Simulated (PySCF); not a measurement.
## NMR shielding calculation of C$_{3}$H$_{11}$FSSi$_{3}$

System: C$_{3}$H$_{11}$FSSi$_{3}$.
Method: GIAO PBE0/pcSseg-1 NMR shielding, non-relativistic, gas phase (PySCF 2.14.0).

The geometry comes from this level: GFN2-xTB. It belongs to a series of runs on one base structure; here: H on Si replaced by SSiH3. Figures and captions count atoms from 1; the log counts them from 0 in places.

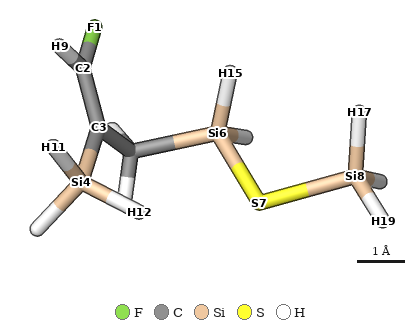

The structure as given in the input (stick view, seen at an oblique angle; atoms are numbered from 1 in the order of the input).

### Key numbers

- outcome: converged
- total energy: −1486.643853 hartree
- HOMO: −7.24 eV
- LUMO: −0.23 eV
- dipole moment: 0.49 D
- isotropic shielding, F: 258.4 ppm
- isotropic shielding, C: 26.5 to 171.1 ppm
- isotropic shielding, Si: 364.8 to 419.5 ppm
- isotropic shielding, S: 830.8 ppm
- isotropic shielding, H: 25.0 to 30.1 ppm
- hardware: 1 CPU thread, shared host
- wall time: 53 s
- peak memory: 1 GiB

### Input file
```
{"job": {"kind": "nmr", "xc": "PBE0", "basis": "pcSseg-1"}, "charge": 0, "multiplicity": 1}
F     -2.402371    -2.199605    -0.210219
C     -2.546185    -0.850396    -0.258908
C     -1.771852    -0.030639     0.433889
Si    -2.010419     1.836598     0.315748
C     -0.678924    -0.572189     1.300589
Si     0.859276    -1.016810     0.273114
S      1.931558     0.823040    -0.038356
Si     3.600844     0.214071    -1.235688
H     -3.355352    -0.565079    -0.912007
H     -2.410401     2.317535     1.641884
H     -3.070342     2.107168    -0.656942
H     -0.753580     2.455445    -0.090394
H     -1.017264    -1.483869     1.795675
H     -0.415381     0.151604     2.071187
H      0.515027    -1.562908    -1.035447
H      1.734485    -1.932465     1.003468
H      3.092248    -0.455597    -2.425699
H      4.421680    -0.695398    -0.446891
H      4.267150     1.468746    -1.532463
```

The first line tells a small driver script what to run in PySCF; the rest is the geometry in Å.

Run as:
```bash
OMP_NUM_THREADS=1 python <driver script> task.json out
```

### Output
```
coarse grid: 17664 points
cycle   1  E = -1486.5307869644  dE =  5.533e-01  |g| = 5.245e-01  |ddm| = 3.946e+00
cycle   2  E = -1486.4918032666  dE =  3.898e-02  |g| = 6.888e-01  |ddm| = 1.072e+00
cycle   3  E = -1486.5882765576  dE = -9.647e-02  |g| = 8.880e-02  |ddm| = 6.381e-01
cycle   4  E = -1486.5897414469  dE = -1.465e-03  |g| = 4.815e-02  |ddm| = 1.321e-01
cycle   5  E = -1486.5902866947  dE = -5.452e-04  |g| = 1.059e-02  |ddm| = 5.165e-02
cycle   6  E = -1486.5903036190  dE = -1.692e-05  |g| = 4.400e-03  |ddm| = 1.275e-02
cycle   7  E = -1486.5903077057  dE = -4.087e-06  |g| = 4.730e-04  |ddm| = 4.755e-03
final grid: 151848 points
cycle   8  E = -1486.6438405158  dE = -2.992e-05  |g| = 7.157e-03  |ddm| = 2.665e-02
cycle   9  E = -1486.6438323653  dE =  8.151e-06  |g| = 9.370e-03  |ddm| = 1.613e-02
cycle  10  E = -1486.6438527027  dE = -2.034e-05  |g| = 1.159e-03  |ddm| = 9.208e-03
cycle  11  E = -1486.6438529137  dE = -2.110e-07  |g| = 3.429e-04  |ddm| = 1.295e-03
cycle  12  E = -1486.6438529397  dE = -2.602e-08  |g| = 9.484e-05  |ddm| = 4.328e-04
cycle  13  E = -1486.6438529416  dE = -1.923e-09  |g| = 3.582e-05  |ddm| = 1.086e-04
cycle  14  E = -1486.6438529419  dE = -2.774e-10  |g| = 5.174e-06  |ddm| = 3.419e-05
```

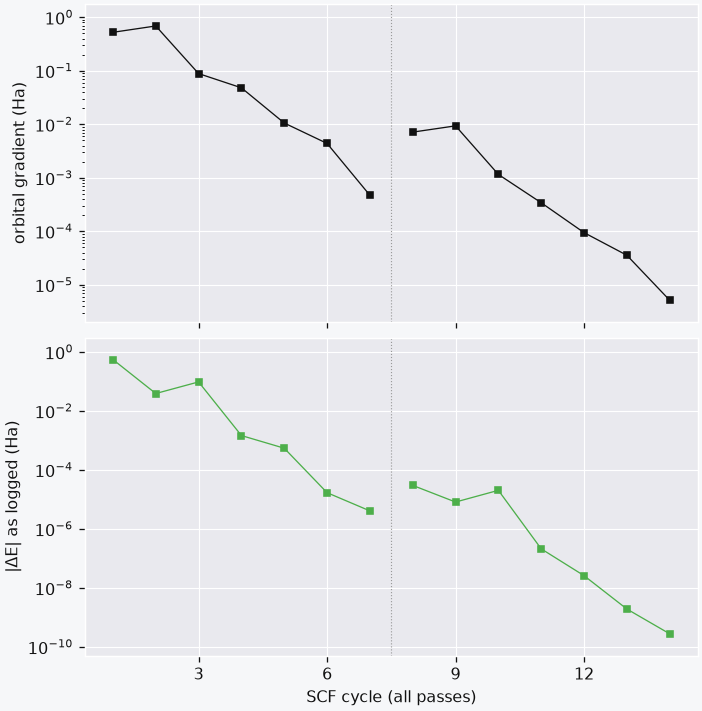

Convergence of the self-consistent field: orbital gradient and size of the energy change against the SCF cycle. The dotted line marks the change from a coarse to the final integration grid. The first 7 cycles use a coarse grid, the final grid takes over at cycle 8, and the field converges after 14 cycles in all.

```
converged SCF energy = -1486.6438529419

GIAO shielding tensors (ppm)
atom      isotropic    diamagn.    paramagn.     s11        s22        s33       span
  0 F      258.448     477.083    -218.635    131.981    248.399    394.963    262.983
  1 C       26.505     246.527    -220.022    -71.108     70.742     79.882    150.991
  2 C       71.354     265.775    -194.421    -29.876     73.303    170.635    200.511
  3 Si     419.514     881.140    -461.625    392.056    402.892    463.596     71.540
  4 C      171.109     253.071     -81.962    157.999    174.280    181.047     23.049
  5 Si     364.765     881.567    -516.801    327.674    363.077    403.545     75.871
  6 S      830.816    1062.663    -231.847    781.566    845.075    865.808     84.241
  7 Si     408.381     879.788    -471.407    370.021    398.358    456.763     86.741
  8 H       25.007      29.943      -4.936     21.089     25.355     28.576      7.486
  9 H       27.422      28.882      -1.460     24.268     25.168     32.830      8.562
 10 H       27.646      29.582      -1.936     24.294     25.730     32.915      8.621
 11 H       26.925      30.194      -3.269     21.770     27.977     31.029      9.260
 12 H       29.030      31.229      -2.199     24.183     27.807     35.101     10.918
 13 H       30.101      32.966      -2.865     26.887     28.582     34.835      7.948
 14 H       27.057      31.892      -4.835     22.814     26.793     31.563      8.749
 15 H       26.618      30.789      -4.171     22.115     25.576     32.163     10.048
 16 H       27.156      29.171      -2.014     22.947     25.654     32.868      9.921
 17 H       27.118      28.445      -1.327     22.942     25.079     33.333     10.391
 18 H       27.031      28.663      -1.632     22.892     24.728     33.474     10.582
```

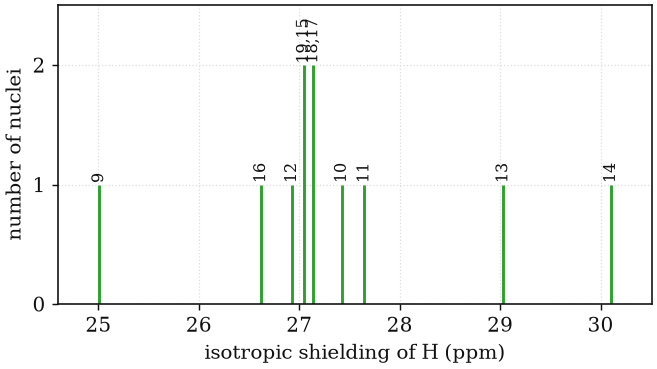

Isotropic shieldings of the hydrogen nuclei in this fixed geometry, labelled by atom number; shielding grows to the right, so chemical shift grows to the left. The least shielded is H9 (25.0 ppm), the most shielded H14 (30.1 ppm).

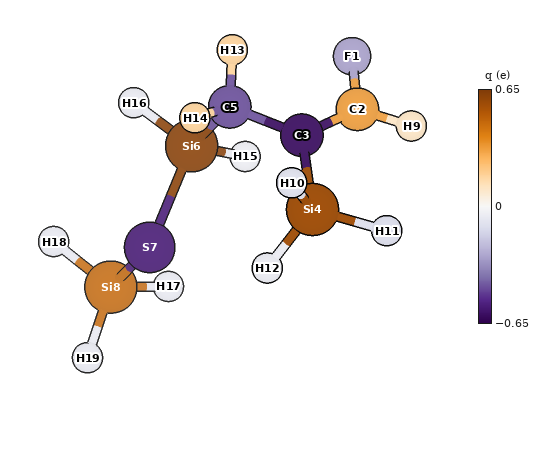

Mulliken charges, as the colour of each atom (ball-and-stick view, seen at a tilt; atoms are numbered from 1 in the order of the input). By element: F −0.29, C −0.60 to +0.32, Si +0.47 to +0.62, S −0.56 and H −0.10 to +0.17 e.
